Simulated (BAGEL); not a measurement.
**singlet [AlNH3]+ at 3 levels**

Aim: a comparison of 3 runs (HF/3-21G, HF/6-31G*, RI-MP2/cc-pVTZ) of singlet [AlNH3]+. 

The calculation is run with BAGEL 1.2.2.

### 1 The system as given

[AlNH3]+: 5 atoms, total charge +1, spin state singlet. SMILES of the parent species: `[NH2][AlH]`. The shape is that of a PBE0-D4/def2-TZVP optimisation. This is one conformer, not always the lowest. That shape belongs to the parent species and isn't relaxed for this state.

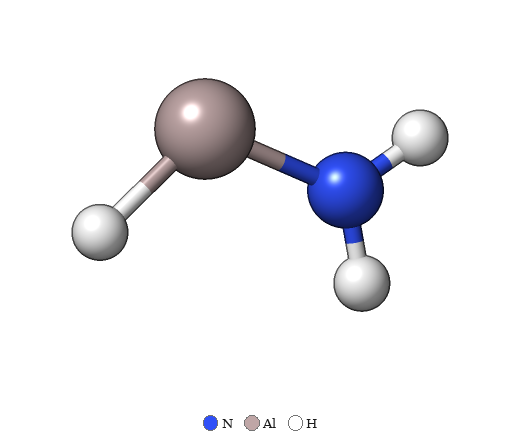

The structure, seen from a chosen angle (nitrogen blue, aluminium light grey, hydrogen white).

### 2 A single-point energy at HF/3-21G (density fitting with qzvpp-jkfit) (run 1)

calc.json

```json
{ "bagel": [

{
  "title": "molecule",
  "basis": "3-21g",
  "df_basis": "qzvpp-jkfit",
  "angstrom": true,
  "geometry": [
    { "atom": "N", "xyz": [      -0.116600,      -0.660800,       0.175100 ] },
    { "atom": "Al", "xyz": [       0.836600,       0.833900,       0.120800 ] },
    { "atom": "H", "xyz": [       0.148500,      -1.505300,       0.655500 ] },
    { "atom": "H", "xyz": [      -1.010300,      -0.782800,      -0.277400 ] },
    { "atom": "H", "xyz": [       0.191800,       2.041400,      -0.715400 ] }
  ]
},

{
  "title": "hf",
  "charge": 1
},

{
  "title": "print",
  "file": "orbitals.molden",
  "orbitals": true
}

]}
```

Run with:

```sh
$ BAGEL_NUM_THREADS=1 BAGEL calc.json > calc.out
```

The log of the run:

```text
* using 1 threads per process

  ===============================================================
  ===============================================================

  *** Geometry ***

  { "atom" : "N", "xyz" : [     -0.220342,     -1.248731,      0.330891 ] },
  { "atom" : "Al", "xyz" : [      1.580945,      1.575843,      0.228279 ] },
  { "atom" : "H", "xyz" : [      0.280624,     -2.844605,      1.238715 ] },
  { "atom" : "H", "xyz" : [     -1.909190,     -1.479278,     -0.524210 ] },
  { "atom" : "H", "xyz" : [      0.362449,      3.857687,     -1.351910 ] },

  Number of auxiliary basis functions:      259

  Since a DF basis is specified, we compute 2- and 3-index integrals:
    o Being stored without compression. Storage requirement is 0.002 GB

  Number of basis functions:       28
  Number of electrons      :       23

    * METHOD: MOLECULE                             0.04

  *** RHF ***

  === Nuclear Repulsion ===
    46.2350920341

      * DIIS with orbital gradients will be used.

  === RHF iteration (3-21g) ===
      0       -296.08391157          0.04413647           0.00
      1       -296.15773646          0.02939080           0.00
      2       -296.19977199          0.00215556           0.00
      3       -296.20051383          0.00037862           0.00
      4       -296.20053797          0.00008401           0.00
      5       -296.20053915          0.00002163           0.00
      6       -296.20053925          0.00000621           0.00
      7       -296.20053926          0.00000160           0.00
      8       -296.20053926          0.00000067           0.00
      9       -296.20053926          0.00000016           0.00
     10       -296.20053926          0.00000004           0.00
     11       -296.20053926          0.00000001           0.00
    * SCF iteration converged.

    * Permanent dipole moment:
           (   -1.284017,    -0.563160,    -0.497216) a.u.

    * METHOD: HF                                   0.08

    * METHOD: PRINT                                0.00

  ===============================================================
```

Run time: 0.3 s. Hardware: 1 thread of Arm Neoverse V1, shared host.

### 3 The energy at HF/6-31G(d) (density fitting with qzvpp-jkfit, spherical functions) (run 2)

hf.json

```json
{ "bagel" : [

{
  "title" : "molecule",
  "basis" : "6-31gs.json",
  "df_basis" : "qzvpp-jkfit",
  "angstrom" : "true",
  "geometry" : [
    { "atom" : "N", "xyz" : [   -0.116600,   -0.660800,    0.175100 ] },
    { "atom" : "Al", "xyz" : [    0.836600,    0.833900,    0.120800 ] },
    { "atom" : "H", "xyz" : [    0.148500,   -1.505300,    0.655500 ] },
    { "atom" : "H", "xyz" : [   -1.010300,   -0.782800,   -0.277400 ] },
    { "atom" : "H", "xyz" : [    0.191800,    2.041400,   -0.715400 ] }
  ]
},
{
  "title" : "hf",
  "charge" : 1
},
{
  "title" : "print",
  "file" : "orbitals.molden",
  "orbitals" : "true"
}

]}
```

The basis set 6-31G* is read from a file made from the Basis Set Exchange's data (not shown).

Run with:

```sh
$ BAGEL_NUM_THREADS=1 BAGEL hf.json > hf.out
```

The log of the run:

```text
* using 1 threads per process

  ===============================================================
  ===============================================================

  *** Geometry ***

  { "atom" : "N", "xyz" : [     -0.220342,     -1.248731,      0.330891 ] },
  { "atom" : "Al", "xyz" : [      1.580945,      1.575843,      0.228279 ] },
  { "atom" : "H", "xyz" : [      0.280624,     -2.844605,      1.238715 ] },
  { "atom" : "H", "xyz" : [     -1.909190,     -1.479278,     -0.524210 ] },
  { "atom" : "H", "xyz" : [      0.362449,      3.857687,     -1.351910 ] },

  Number of auxiliary basis functions:      259

  Since a DF basis is specified, we compute 2- and 3-index integrals:
    o Being stored without compression. Storage requirement is 0.003 GB

  Number of basis functions:       38
  Number of electrons      :       23

    * METHOD: MOLECULE                             0.05

  *** RHF ***

  === Nuclear Repulsion ===
    46.2350920341

      * DIIS with orbital gradients will be used.

  === RHF iteration (6-31gs.json) ===
      0       -297.63355243          0.03836883           0.01
      1       -297.73632954          0.02699832           0.01
      2       -297.80808159          0.00238083           0.01
[... 9 lines of this table left out ...]
     12       -297.80931586          0.00000000           0.01
    * SCF iteration converged.

    * Permanent dipole moment:
           (   -1.305593,    -0.632558,    -0.482051) a.u.

    * METHOD: HF                                   0.13

    * METHOD: PRINT                                0.00

  ===============================================================
```

Wall time 0.34 s (1 thread of Arm Neoverse V1, shared host).

### 4 A single-point energy at RI-MP2/cc-pVTZ (density fitting with qzvpp-jkfit) (run 3)

input.json

```json
{ "bagel" : [

{
  "title" : "molecule",
  "basis" : "cc-pvtz.json",
  "df_basis" : "qzvpp-jkfit",
  "angstrom" : "true",
  "geometry" : [
    { "atom" : "N", "xyz" : [      -0.116600,      -0.660800,       0.175100 ] },
    { "atom" : "Al", "xyz" : [       0.836600,       0.833900,       0.120800 ] },
    { "atom" : "H", "xyz" : [       0.148500,      -1.505300,       0.655500 ] },
    { "atom" : "H", "xyz" : [      -1.010300,      -0.782800,      -0.277400 ] },
    { "atom" : "H", "xyz" : [       0.191800,       2.041400,      -0.715400 ] }
  ]
},

{ "title" : "hf", "charge" : 1 },

{ "title" : "mp2", "charge" : 1, "ncore" : 6 }

]}
```

The basis set cc-pVTZ is read from a file made from the Basis Set Exchange's data (not shown).

Run with:

```sh
$ BAGEL_NUM_THREADS=1 BAGEL input.json > input.out
```

The log of the run:

```text
* using 1 threads per process

  ===============================================================
  ===============================================================

  *** Geometry ***

[... 29 lines left out ...]
    * SCF iteration converged.
[... 1 line left out ...]
    * Permanent dipole moment:
[... 2 lines left out ...]
    * METHOD: HF                                   0.39

  *** RHF ***

  === Nuclear Repulsion ===
    46.2350920341

      * DIIS with orbital gradients will be used.

  === RHF iteration (cc-pvtz.json) ===
      0       -297.86501364          0.00000001           0.02
    * SCF iteration converged.

    * Permanent dipole moment:
           (   -1.314218,    -0.665833,    -0.473824) a.u.

  === DF-MP2 calculation ===

    * freezing 6 orbitals
    * 3-index integral transformation done
    * assembly done

      MP2 correlation energy:   -0.2777579500      0.01

      MP2 total energy:       -298.1427715859

    * METHOD: MP2                                  0.07

  ===============================================================
```

It took 0.72 s on 1 thread of Arm Neoverse V1, shared host.

### 5 Overview of the runs

| run | level | frozen core orbitals | energy (Eh) | HOMO energy (eV) | LUMO energy (eV) | HOMO–LUMO gap (eV) | wall time |
| --- | --- | --- | --- | --- | --- | --- | --- |
| 1 | HF/3-21G (density fitting with qzvpp-jkfit) | – | -296.200539 | -16.41 | -6.93 | 9.48 | 0.3 s |
| 2 | HF/6-31G* (density fitting with qzvpp-jkfit, spherical functions) | – | -297.809316 | -16.54 | -7.00 | 9.54 | 0.34 s |
| 3 | RI-MP2/cc-pVTZ (density fitting with qzvpp-jkfit) | 6 | -298.142772 | – | – | – | 0.72 s |

### 6 Results

| quantity | value |
| --- | --- |
| run 3: total energy | -298.14277 Eh |
| run 3: correlation energy (6 core orbitals frozen) | -277.8 mEh |

All runs together took 1.4 s, the longest 0.72 s.
